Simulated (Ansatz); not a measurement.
```sh
ansatz run in.yaml --threads 3 --pin off --events-out ev --progress --plain --max-ram 6092MiB
```

```yaml
crystal:
  periodic: [false, false, false]
  atoms:
    - {symbol: Sn, position_ang: [0.197705, 1.379325, 0.100270]}
    - {symbol: H, position_ang: [-3.164121, -1.149086, 0.533908]}
    - {symbol: H, position_ang: [-0.908416, 1.150715, -1.175356]}
    - {symbol: H, position_ang: [-0.316100, 0.865520, 1.641388]}
    - {symbol: H, position_ang: [0.544003, 3.075326, 0.198772]}
    - {symbol: H, position_ang: [1.252693, -1.311234, -0.389721]}
    - {symbol: O, position_ang: [2.013597, 0.695097, -0.350546]}
    - {symbol: H, position_ang: [-2.464266, -0.918422, 0.411630]}
    - {symbol: N, position_ang: [0.259989, -1.388841, -0.191600]}
    - {symbol: H, position_ang: [2.641002, 1.418522, -0.409166]}
    - {symbol: H, position_ang: [-0.193462, -1.827258, -0.982873]}
    - {symbol: H, position_ang: [0.137375, -1.989764, 0.613295]}
basis:
  gaussian: {orbitals: def2-TZVPP}
hamiltonian: {xc: pbe0, dispersion: d4}
output: {orbitals: {seedname: orbitals}}
```

What structure does this define?

Formula H9NOSn. Judged by distances it falls into 3 fragments: H4OSn, H2, NH3. This geometry has Cs symmetry. Coordination: 1 Sn tetrahedral; 1 O bent; 1 N trigonal pyramidal.

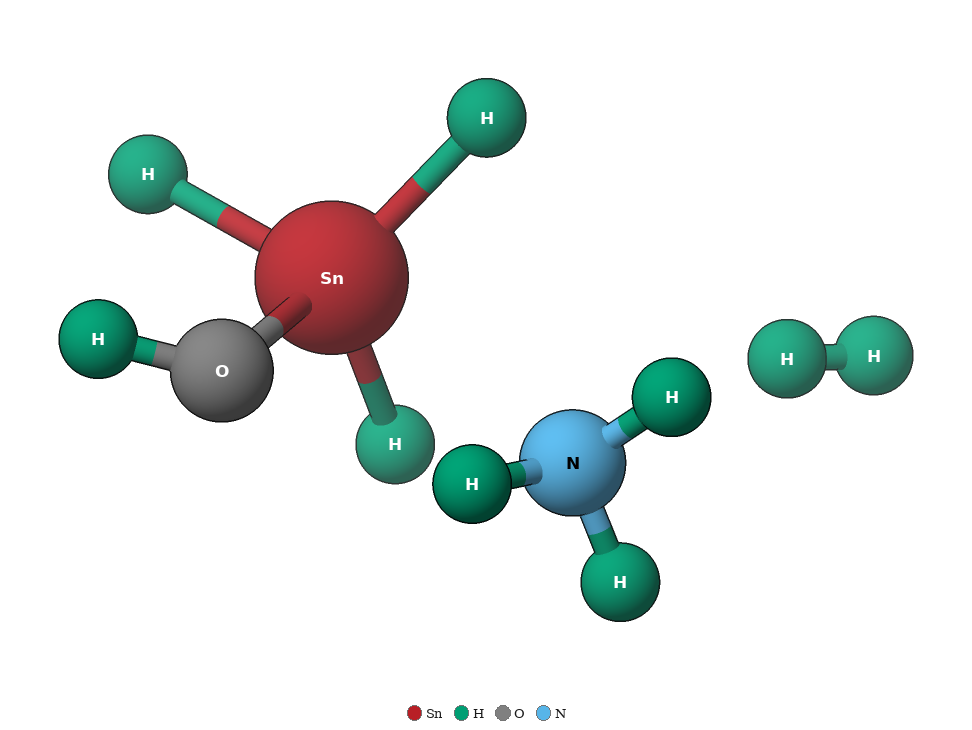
